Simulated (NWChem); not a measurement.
# SiH (SMILES [SiH]) at U-r2SCAN/def2-TZVPPD

What is the electronic atomisation energy of SiH at U-r2SCAN/def2-TZVPPD? Input form: an ASE script.

The calculation is run with NWChem 7.3.0.

16 further runs of the same task are left out: 16 set aside as unsound or not needed. Runs told in other sessions of the task aren't counted.

## Step 1: The structure to begin with

The species is SiH (2 atoms), meant as a doublet with charge 0. As SMILES, `[SiH]`. Geometry: relaxed at PBE0-D4/def2-TZVP.

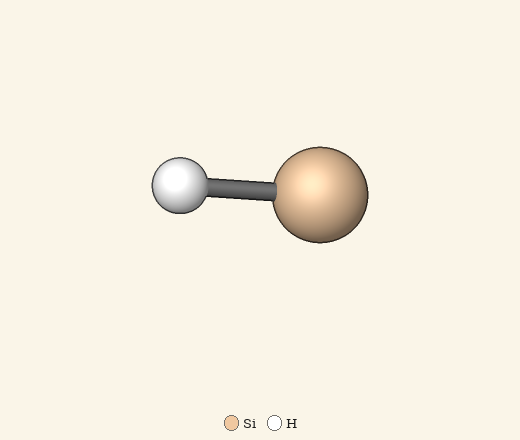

The structure, seen from a chosen angle (silicon light orange, hydrogen white).

## Step 2: Energy and gradient at U-r2SCAN/def2-TZVPPD

Contents of run.py:

```python
from ase import Atoms
from ase.calculators.nwchem import NWChem

molecule = Atoms(['Si', 'H'], positions=[
    [0.000000, 0.000000, -0.007580],
    [-0.000000, -0.000000, 1.524140],
])

calc = NWChem(
    label='sp',
    theory='dft',
    memory='2200 mb',
    basis='def2-TZVPPD',
    basispar='spherical bse',
    dft={'xc': 'r2scan', 'mult': '2', 'grid': 'xfine', 'convergence': 'energy 1e-08', 'iterations': '100', 'mulliken': None},
)
molecule.calc = calc

forces = molecule.get_forces()
e = molecule.get_potential_energy()
print(f"E = {e:.6f} eV")
print("forces (eV/A):")
for s, f in zip(molecule.symbols, forces):
    print(f"{s:2s} {f[0]:10.5f} {f[1]:10.5f} {f[2]:10.5f}")
```

On the command line:

```
export ASE_NWCHEM_COMMAND="nwchem PREFIX.nwi > PREFIX.nwo"
python run.py
```

What it wrote:

```text
E = -7890.115086 eV
forces (eV/A):
Si   -0.00000    0.00000    0.03749
H     0.00000   -0.00000   -0.03749
```

The calculator wrote sp.nwi:

```
title "sp"

permanent_dir sp

scratch_dir sp

start sp

geometry units angstrom nocenter noautosym noautoz
  Si 0.0000000000000000e+00 0.0000000000000000e+00 -7.5799999999999999e-03
  H  -0.0000000000000000e+00 -0.0000000000000000e+00 1.5241400000000001e+00
end

memory 2200 mb

basis spherical bse noprint
   * library def2-TZVPPD
end

dft
  xc r2scan
  mult 2
  grid xfine
  convergence energy 1e-08
  iterations 100
  mulliken
end

task dft gradient
```

sp.nwo:

```text
Northwest Computational Chemistry Package (NWChem) 7.3.0
             --------------------------------------------------------

           Job information
           ---------------

    nwchem branch   = 7.3.0
    use scalapack   = T
    input           = sp.nwi
    prefix          = sp.
    data base       = sp/sp.db
    status          = startup
    nproc           =        1

           Memory information
           ------------------

[... 5 lines left out ...]
    hardfail = no
[... 89 lines left out ...]
          Convergence on energy requested:  1.00D-08
[... 25 lines left out ...]
          total energy or number of iterations.
[... 83 lines left out ...]
      One electron energy =     -410.945026215537
[... 1060 lines left out ...]
          Convergence on energy requested:  1.00D-08
[... 25 lines left out ...]
          total energy or number of iterations.
[... 33 lines left out ...]
                 ----------------------------------------
                 |  Time  |  1-e(secs)   |  2-e(secs)   |
                 ----------------------------------------
                 |  CPU   |       0.00   |       0.70   |
                 ----------------------------------------
                 |  WALL  |       0.00   |       0.70   |
                 ----------------------------------------

 Task  times  cpu:        9.6s     wall:        9.6s
 Total times  cpu:        9.6s     wall:        9.6s
```

It took 11 s on 1 thread of Intel Xeon 6975P-C (Granite Rapids), shared host; peak memory 0.12 GiB.

## Step 3: The H atom: the energy at U-r2SCAN/def2-TZVPPD

Contents of h.xyz:

```xyz
1

H      0.000000     0.000000     0.000000
```

Contents of run.py:

```python
from ase.io import read
from ase.calculators.nwchem import NWChem

system = read('h.xyz')

calc = NWChem(
    label='h',
    theory='dft',
    memory='2200 mb',
    basis='def2-TZVPPD',
    basispar='spherical bse',
    dft={'xc': 'r2scan', 'mult': '2', 'grid': 'xfine', 'convergence': 'energy 1e-08', 'iterations': '100', 'mulliken': None, 'print': 'low'},
    task='energy',
)
system.calc = calc

print("Total energy (eV):", round(system.get_potential_energy(), 6))
```

Run the same way, it converges to -0.49993 Eh (log not shown).

## Step 4: The Si atom: the energy at U-r2SCAN/def2-TZVPPD

Contents of run.py:

```python
from ase import Atoms
from ase.calculators.nwchem import NWChem

atoms = Atoms('Si', positions=[
    [0.000000, 0.000000, 0.000000],
])

calc = NWChem(
    label='si',
    theory='dft',
    memory='2200 mb',
    basis='def2-TZVPPD',
    basispar='spherical bse',
    dft={'xc': 'r2scan', 'mult': '3', 'grid': 'xfine', 'convergence': 'energy 1e-08', 'iterations': '100', 'mulliken': None},
    task='energy',
)
atoms.calc = calc

print("Total energy (eV):", round(atoms.get_potential_energy(), 6))
```

Run the same way, it converges to -289.34133 Eh (log not shown).

## Step 5: Results

At U-r2SCAN/def2-TZVPPD:

| quantity | value |
| --- | --- |
| molecule: total energy | -289.95638 Eh |
| molecule: dipole moment | 0.15 D |
| molecule: HOMO energy (highest over α and β) | -4.84 eV |
| molecule: LUMO energy (lowest over α and β) | -4.00 eV |
| molecule: ⟨S²⟩ | 0.761 |
| molecule: largest force on an atom | 0.037 eV/Å |
| H atom: total energy | -0.49993 Eh |
| H atom: ⟨S²⟩ | 0.750 |
| Si atom: total energy | -289.34133 Eh |
| Si atom: HOMO energy (highest over α and β) | -4.90 eV |
| Si atom: LUMO energy (lowest over α and β) | -4.09 eV |
| Si atom: ⟨S²⟩ | 2.010 |
| electronic atomisation energy | 3.133 eV |

Taking the molecule apart into free atoms costs 3.13 eV (72 kcal/mol), before zero-point energy and without spin-orbit coupling.
